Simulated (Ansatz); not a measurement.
# Debugging a many-body input for WS2 (Tungstenite)

A first try at the G0W0 gap of WS2 (Tungstenite), what the program said, and an input that works.

Main program and level: Ansatz 0.2.0; G0W0 on PBE, plane waves, PAW.

The database entry behind the starting cell differs from later determinations by our own check (an axis about 1.4 % long against later determinations), so it need not match the best structure at ambient conditions.

**1. The structure**

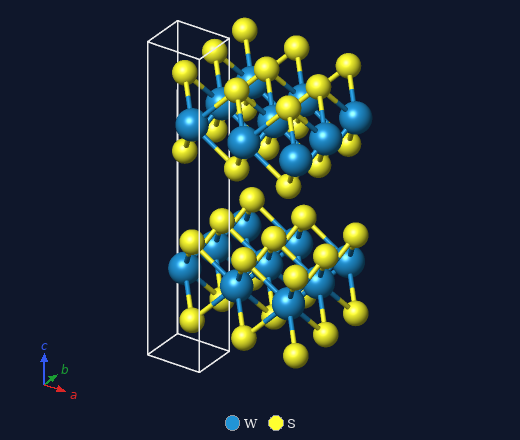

The starting structure, seen slightly off an axis (tungsten blue, sulfur yellow). 3×3×1 cells are drawn.

The cell and positions come from the Crystallography Open Database and are kept as given unless a step says otherwise. Spin-orbit coupling is left out unless a step names it. The default PAW set here is soft_2. Its files were made with PBE.

**2. First try**

The input, input.yaml:

```yaml
crystal:
  lattice:
    - [3.18, 0.0, 0.0]
    - [-1.59, 2.753960784, 0.0]
    - [0.0, 0.0, 12.5]
  atoms:
    - { symbol: W, position: [0.3333333333, 0.6666666667, 0.25] }
    - { symbol: W, position: [0.6666666667, 0.3333333333, 0.75] }
    - { symbol: S, position: [0.3333333333, 0.6666666667, 0.625] }
    - { symbol: S, position: [0.6666666667, 0.3333333333, 0.125] }
    - { symbol: S, position: [0.3333333333, 0.6666666667, 0.875] }
    - { symbol: S, position: [0.6666666667, 0.3333333333, 0.375] }
kpoints:
  mp_grid: { grid: [1, 1, 1] }
hamiltonian:
  xc: pbe
scf:
  occupations: { method: fixed }
gw:
  n_empty_bands: 177
  ecut_chi: 80
  qp_bands: [v2, c2]
  qp_kpoints: band_edges
  screening: { model: contour_deformation }
```

Run with:

```sh
ansatz run input.yaml --threads 3 --pin off --max-ram 64512MiB --backend cuda --events-out ev --progress --plain --runs-dir out --devices 1 --max-vram 24GiB  # rebuilt from the run's record
```

Numbers of over 12 decimals in the logs are rounded to 6 here.

Log:

```text
GPUs: using 1 of 1 available (devices: 1).
Engine: ansatz 0.2.0, x86_64-unknown-linux-gnu
Pseudopotentials: kind: paw
Pseudopotential: W, paw, valence charge 14, recommended cutoff 420 eV (normal), W.paw.azcp
Pseudopotential: S, paw, valence charge 6, recommended cutoff 420 eV (normal), S.paw.azcp
Functional definition: PBE
  parameter kappa = 0.804
  parameter beta = 0.066725
  exchange = pbe_x(kappa = kappa, mu = beta*pi^2/3)
  correlation = pbe_c(beta = beta)
device memory: the entry about to start is reckoned to put 0.7 GiB on a device that reports 69.9 GiB free (of which the cap on the GPU budget leaves the run 24.0 GiB)
GPU FFT provider: cuFFT
GPU libraries: cuBLAS 13.8.2, cuFFT 12.4.0, cuSOLVER 12.3.4
Crystal: 6 atoms, lattice volume = 109.470 Å³
Basis set: ecut = 420 eV, 2129 PW (Γ)
Bands: 32, of which v1, the nominal top of the filled ones, is band 26 counted from 1 (25 counted from 0)
Symmetry: 24 space group operations
Space group: P63/mmc (ITA 194), of the structure as read, at distance tolerance 4.8e-5 Å
k-points: 1
Non-local potential: W, projectors of the file, l = 0: 3, l = 1: 2, l = 2: 2, l = 3: 1
Non-local potential: S, projectors of the file, l = 0: 2, l = 1: 2, l = 2: 2
PAW form: soft (Blöchl's): semilocal exchange-correlation on the pseudo side does not see the compensation charge
PAW one-centre angular grid: W, 590 points (default); XC on 64 Gauss nodes
PAW one-centre angular grid: S, 110 points (default); XC on 64 Gauss nodes
Initial density: superposition of atomic densities (neutral atoms: chi_scale 0, normalization atom), corrected by the library's trained network
Initial wavefunctions: pseudopotential atomic-orbital guess
GPU buffer pool allocated for 51840 grid points (all kernels)
GPU transforms: local potential and band sums: pruned to the plane-wave sphere, on 24×24×81
Functional: x = pbe(κ = 0.804, μ = 0.219515), c = pbe(β = 0.066725)
SCF iter   1: F=—  HF=-24368.670148 eV  |F-HF|=—  |Δ(HF+E_count)|=         —  Δρ=9.80e-2  dr2=2.67e1  ethr=1.77e-3  ⟨swp⟩=5.0  Hψ=130  notcnv=0
preconditioner: auto → Resta (q_TF=auto, 2.410 Å⁻¹)  ε∞=8.2  [insulator: Δε(μ)=2.246 eV  Ē_g=7.948 eV  n_scr=26 (ndim 8)  ℏωp=21.3 eV  f_vac=0.025  ε∞_Penn≈8.2]
SCF iter   2: F=—  HF=-24365.983753 eV  |F-HF|=—  |Δ(HF+E_count)|=    2.69e0  Δρ=5.67e-2  dr2=5.47e0  ethr=1.77e-3  ⟨swp⟩=4.0  Hψ=81  notcnv=0
SCF iter   3: F=—  HF=-24365.298564 eV  |F-HF|=—  |Δ(HF+E_count)|=   6.85e-1  Δρ=2.52e-2  dr2=6.64e-1  ethr=1.77e-3  ⟨swp⟩=3.0  Hψ=64  notcnv=0
SCF iter   4: F=—  HF=-24365.296149 eV  |F-HF|=—  |Δ(HF+E_count)|=   2.42e-3  Δρ=5.05e-3  dr2=4.01e-2  ethr=1.28e-3  ⟨swp⟩=2.0  Hψ=56  notcnv=0
SCF iter   5: F=—  HF=-24365.299880 eV  |F-HF|=—  |Δ(HF+E_count)|=   3.73e-3  Δρ=1.87e-3  dr2=1.03e-2  ethr=7.71e-5  ⟨swp⟩=2.0  Hψ=48  notcnv=0  defer=4
SCF iter   6: F=—  HF=-24365.301150 eV  |F-HF|=—  |Δ(HF+E_count)|=   1.27e-3  Δρ=7.02e-4  dr2=1.65e-3  ethr=1.99e-5  ⟨swp⟩=2.0  Hψ=36  notcnv=0  defer=4
SCF iter   7: F=—  HF=-24365.301229 eV  |F-HF|=—  |Δ(HF+E_count)|=   8.00e-5  Δρ=1.69e-4  dr2=8.01e-5  ethr=3.18e-6  ⟨swp⟩=2.0  Hψ=43  notcnv=0  defer=4
SCF iter   8: F=—  HF=-24365.301229 eV  |F-HF|=—  |Δ(HF+E_count)|=   2.29e-7  Δρ=3.69e-5  dr2=1.66e-6  ethr=1.54e-7  ⟨swp⟩=2.0  Hψ=46  notcnv=0
SCF iter   9: F=-24365.301229 eV  HF=-24365.301229 eV  |F-HF|=2.78e-9  |Δ(HF+E_count)|=   1.05e-7  Δρ=5.46e-6  dr2=4.12e-8  ethr=1.92e-10  ⟨swp⟩=3.0  Hψ=115  notcnv=0
SCF 1 converged in 9 iterations: F = -24365.301229 eV  dr2 = 4.12e-8
[...]
device memory: the entry about to start is reckoned to put 0.8 GiB on a device that reports 69.9 GiB free (of which the cap on the GPU budget leaves the run 24.0 GiB)
NSCF: frozen V_eff on 1 k-points
[...]
device memory: the entry about to start is reckoned to put 1.4 GiB on a device that reports 69.9 GiB free (of which the cap on the GPU budget leaves the run 24.0 GiB)
NSCF: frozen V_eff on 1 k-points
G₀W₀ screening: q 1/1
G₀W₀ self-energy: k 1/1
device memory: the entry about to start is reckoned to put 0.5 GiB on a device that reports 73.2 GiB free (of which the cap on the GPU budget leaves the run 24.0 GiB)
NSCF: frozen V_eff on 1 k-points
device memory: the entry about to start is reckoned to put 0.5 GiB on a device that reports 73.2 GiB free (of which the cap on the GPU budget leaves the run 24.0 GiB)
NSCF: frozen V_eff on 1 k-points
device memory: the entry about to start is reckoned to put 0.5 GiB on a device that reports 73.2 GiB free (of which the cap on the GPU budget leaves the run 24.0 GiB)
NSCF: frozen V_eff on 1 k-points
device memory: the entry about to start is reckoned to put 0.5 GiB on a device that reports 73.8 GiB free (of which the cap on the GPU budget leaves the run 24.0 GiB)
NSCF: frozen V_eff on 1 k-points
device memory: the entry about to start is reckoned to put 0.5 GiB on a device that reports 73.8 GiB free (of which the cap on the GPU budget leaves the run 24.0 GiB)
NSCF: frozen V_eff on 1 k-points
device memory: the entry about to start is reckoned to put 0.5 GiB on a device that reports 73.8 GiB free (of which the cap on the GPU budget leaves the run 24.0 GiB)
NSCF: frozen V_eff on 1 k-points
SCF converged after 9 iterations
Free energy (F): -24365.301229 eV
Harris-Foulkes:  -24365.301229 eV  (|F-HF|=2.78e-9)
Internal energy: -24365.301229 eV  (E = F + TS)
E sigma→0 (E₀):  -24365.301229 eV
Fermi energy:    12.087921 eV
--- Per-component energies (eV) ---
  E_band       = -330.697982
  E_kinetic    = 1372.321905
  E_local      = -3705.904011  (includes V_loc(G=0)·N_el)
  E_nonlocal   = 115.571029
  E_hartree    = 1497.097553
  E_xc         = -927.839924
  E_vxc        = -834.792613  (∫ρ·V_xc dr)
  E_paw        = -19528.784543  (= ΣΔE_a)
  E_vpaw       = -272.099158  (= ΣTr[D̂ρ^β])
  E_aug_tail   = -0.000123  (compensation charges beyond the density's cutoff)
  E_ewald      = -3187.763116
  E_smearing   = -0.000000  (= −TS)
  E_closure    = -0.000000  (closes the sum)
  Σ components = -24365.301229   (vs F -24365.301229, Δ=0.00e0)
--- Band table (eV) ---
  k-point 0: bands = [... 22 lower, 9.5289, 9.9430, 11.0073, 12.0879, 14.0180, 14.0180, 14.0880, 14.0880, ... 2 higher]
--- G₀W₀: contour deformation, 6 samples at zero and on the imaginary axis and 1 off it, 1 q-point, 177 empty bands' worth ---
  eigenvalues of the whole cell's RPA ε∞ on this k-mesh (on a slab, of 1 + 4πα/V) = 4.9087, 27.4785, 27.4785; static W/v taken at q = 0 is 1.121912
  gw.qp_kpoints: band_edges: 1 of 1 stored k-point solved, in 1 pass; an edge of the gap read off the rows below is read off those points alone
    ik  band        ε_KS         Σx   Σc(E_QP)       V_xc       Z   E_QP_lin       E_QP  E_QP is
     0    25     11.0073   -19.0772     2.7903   -16.5333  0.6936    11.2511    11.2537  root
     0    26     12.0879   -19.4012     1.5815   -18.3923  0.7239    12.6511    12.6606  root
     0    27     14.0180   -14.8837    -3.1608   -18.2116  0.7051    14.1862    14.1851  root
     0    28     14.0180   -14.8837    -3.1608   -18.2116  0.7051    14.1862    14.1851  root
```

The job ended after 5 s (1 × NVIDIA H100 80GB HBM3 (shared by 3 runs) with 3 threads of AMD EPYC 7R13 (Zen 3), shared host; peak memory 1.1 GiB).

The column dr2 measures how far the density is from self-consistency, as an energy; F and HF (Harris–Foulkes) agree once it is small.

Q: What is the fault?

The run ended normally, though the input holds a fault or crude settings.

The fault: G0W0 on a mesh far too coarse. So few points can't sample the density or the screening, and the band edges may lie elsewhere in the zone.

It printed a gap of 1.52 eV, which is an artefact of the settings.

**3. A better input**

Now the one-shot GW correction: screening in the RPA, then the self-energy of the levels asked for.

Changes to input.yaml since step 2:

```diff
@@ -13,3 +13,3 @@
 kpoints:
-  mp_grid: { grid: [1, 1, 1] }
+  mp_grid: { grid: [6, 6, 2] }
 hamiltonian:
@@ -19,4 +19,4 @@
 gw:
-  n_empty_bands: 177
-  ecut_chi: 80
+  n_empty_bands: 402
+  ecut_chi: 138
   qp_bands: [v2, c2]
```

Log:

```text
GPUs: using 1 of 1 available (devices: 1).
[...]
GPU FFT provider: cuFFT
GPU libraries: cuBLAS 13.8.2, cuFFT 12.4.0, cuSOLVER 12.3.4
Crystal: 6 atoms, lattice volume = 109.470 Å³
Basis set: ecut = 420 eV, 2129 PW (Γ)
Bands: 32, of which v1, the nominal top of the filled ones, is band 26 counted from 1 (25 counted from 0)
[... 1 set-up line as in the run before ...]
[...]
k-points: 14 of 72
[...]
GPU buffer pool allocated for 51840 grid points (all kernels)
[...]
SCF iter   1: F=—  HF=-24382.787099 eV  |F-HF|=—  |Δ(HF+E_count)|=         —  Δρ=5.12e-3  dr2=1.66e-2  ethr=1.77e-3  ⟨swp⟩=5.0  Hψ=1822  notcnv=0  defer=33
[...]
SCF iter   6: F=-24382.796141 eV  HF=-24382.796141 eV  |F-HF|=1.17e-8  |Δ(HF+E_count)|=   6.12e-8  Δρ=4.36e-6  dr2=2.76e-8  ethr=1.92e-10  ⟨swp⟩=5.3  Hψ=1391  notcnv=0
SCF 1 converged in 6 iterations: F = -24382.796141 eV  dr2 = 2.76e-8
[...]
0    25     10.1732   -18.1777     0.9223   -16.9538  0.7489     9.8701     9.8716  root
     0    26     11.2650   -19.4389     0.4470   -18.7641  0.7529    11.0367    11.0372  root
     0    27     13.5108   -13.7160    -4.3234   -18.3592  0.7550    13.8324    13.8306  root
     0    28     13.5108   -13.7160    -4.3234   -18.3592  0.7550    13.8324    13.8306  root
     1    25     10.9613   -19.1266     0.6913   -18.1682  0.7533    10.6934    10.6942  root
     1    26     10.9613   -19.1266     0.6913   -18.1682  0.7533    10.6934    10.6942  root
     1    27     13.5077   -13.6700    -4.3118   -18.2965  0.7547    13.8240    13.8223  root
     1    28     13.5077   -13.6700    -4.3118   -18.2965  0.7547    13.8240    13.8223  root
[...]
13    25     10.6075   -18.8759     0.4915   -18.1348  0.7562    10.3573    10.3580  root
    13    26     10.6075   -18.8759     0.4915   -18.1348  0.7562    10.3573    10.3580  root
    13    27     12.4366   -15.7105    -3.8789   -19.8326  0.7542    12.6807    12.6798  root
    13    28     12.4366   -15.7105    -3.8789   -19.8326  0.7542    12.6807    12.6798  root
[key lines of the parts left out:]
SCF converged after 6 iterations
Free energy (F): -24382.796141 eV
Fermi energy:    11.265030 eV
```

The job ended after 15 s (1 × NVIDIA H100 80GB HBM3 (shared by 3 runs) with 3 threads; peak memory 1.7 GiB).

Numbers from this step:

| Property | Result |
| --- | --- |
| bands summed | 428 |
| RPA ε∞ on this mesh (eigenvalues) | 5.409, 14.00, 14.00 |
| plane waves in the screening matrix | 365 |
| q-points in the mesh | 72 |
| G0W0 gap on the mesh | 1.437 eV |
| k of the valence top | 0, 0, 0 |
| k of the conduction bottom | 0.1667, 0.1667, 0 |
| starting gap on the mesh | 1.047 eV |
| Z at the valence top | 0.7529 |
| Z at the conduction bottom | 0.7641 |
| least direct G0W0 gap on the computed points | 2.218 eV |

The gap on the mesh goes from 1.05 eV to 1.44 eV, a correction of +0.39 eV. Between the two edge states, bare exchange in place of the xc potential would open the gap by 4.64 eV, and correlation takes back 4.25 eV.

**4. Summary of results**

```json
{
 "first try": "converged after 5 s",
 "better run": "G0W0 gap on the mesh 1.44 eV (6×6×2 mesh, 402 empty bands, screening to 138 eV)"
}
```

What this shows: The second run differs in: mesh, empty bands and screening cutoff (eV). Bands and cutoff are finite, so the gap is not at the basis limit. The miss can reach some tenths of an eV and take either sign; the mesh is an error of its own. The many-body steps are scalar-relativistic: spin-orbit coupling is not in them.

[Paths, hosts, dates, memory and timing lines, banners, echoed tables and standing remarks are left out of the program output.]

[Logs are printed without paths, hosts, clocks, repeated set-up lines and the standing remarks that a program may print on its own settings, such as how far it seeks lower states.]

[Runs of the session that timed out or met a known fault of the program may be left out.]

[Cells called generated may have been cut or substituted from an entry of the Crystallography Open Database or the Materials Project.]

[Hosts, paths, dates, database ids (printed as entryN), source tags and the programs' standing remarks are cut or masked in the printed files.]
